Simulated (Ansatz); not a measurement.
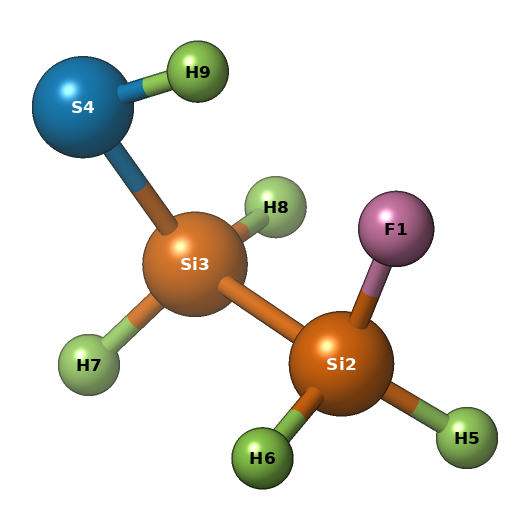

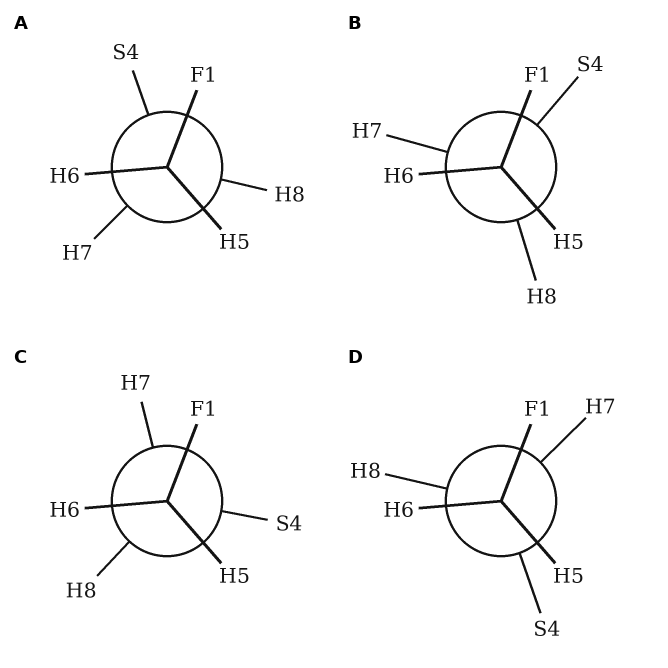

Depth is shown by fading: the farther an atom, the more it takes the colour of the background. Bonds that would overlap in a projection are set slightly apart. The computed structure is the end point of a PBE-D4/def2-SVP optimisation. No frequency run is at hand to confirm it as a minimum.

> Which Newman projection shows the view along Si2–Si3, with Si2 in front?

A. The torsion angle F1–Si2–Si3–S4 is −41°, synclinal (gauche).
